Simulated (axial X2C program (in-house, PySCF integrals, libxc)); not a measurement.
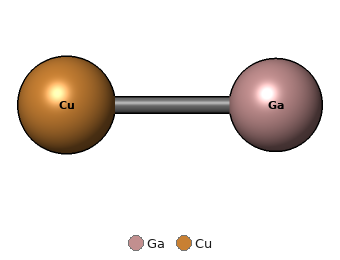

The molecule at the reference distance of 2.379 Å.

**Relativistic diatomic calculation, with input and output: GaCu**

- system: GaCu, single determinant with M_S = 0 and |Λ| = 0.
- method: PBE0, spin-free X2C-1e, Ga dyall-cv3z, Cu dyall-cv3z (cores contracted) (axial X2C program (in-house, PySCF integrals, libxc))

### The input
```
{"zs": [31, 29], "q": 0, "bas": ["dyall-cv3z", "dyall-cv3z"], "levels": ["PBE0", "HF", "M06"], "cc": true, "r0": 2.36, "thr": -1.0, "nmax": 90, "npts": 10, "nst": 2, "ntry": 6}
```

The line is the task of a batch: nuclear charges, charge, bases, the levels to run, a first guess of the distance and further settings. This report covers PBE0 without spin-orbit coupling. The log is that of the reference distance 2.379 Å.

Launched within a batch (the task file carries these settings):
```bash
python <driver script> task.json out
```

### Output
```
spin-free X2C-1e  PBE0
basis functions 213  fitting functions 1210  grid points 5803
iter        total energy     max residual
   1      -3598.197023041     7.21e-01
   2      -3598.280502663     4.04e-03
   3      -3598.279813770     1.39e-02
   4      -3598.280628427     8.53e-04
   5      -3598.280630968     6.21e-04
   6      -3598.280633696     1.62e-04
   7      -3598.280633819     4.62e-05
   8      -3598.280633832     6.11e-06
   9      -3598.280633833     2.36e-06
converged
one-electron -5414.49776343  Coulomb 1759.89234440  exact exchange -35.18733581  xc functional -108.45858627  nuclear repulsion 199.97070728
```

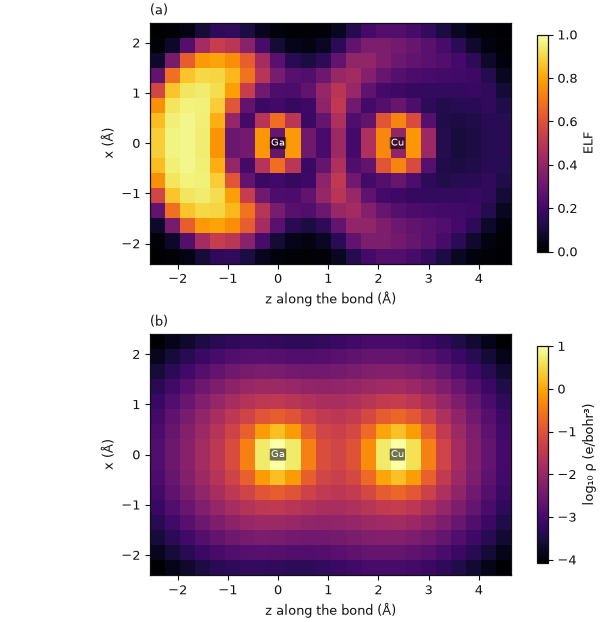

(a) electron localisation function; (b) electron density on a logarithmic scale, in a plane that holds the axis, at 2.38 Å, on points 0.3 Å apart (one half computed, the other mirrored); the structure near the nuclei is finer than these points.

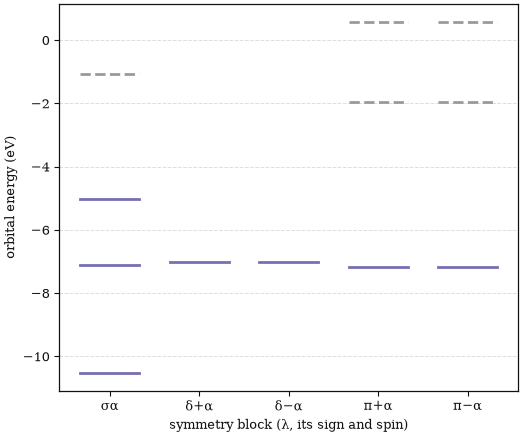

Orbital energies near the frontier at 2.38 Å, filled (solid) and empty (dashed); a label such as π−α means λ = −1 and α spin, and the β levels equal the α ones. The highest filled orbital (σα; 49 % Ga p, 40 % Cu s) lies at −5.01 eV, the lowest empty one (π−α; 77 % Ga p, 20 % Cu p) at −1.96 eV.

### What the run reported

- outcome: not converged in a step after the SCF shown
- hardware: 1 thread of Intel Xeon (Sapphire Rapids), 192 GiB of memory available, shared host
- wall time: 5.1 s

### What went wrong

The SCF whose log is shown converged, but a later step did not. The run therefore gave no full result.
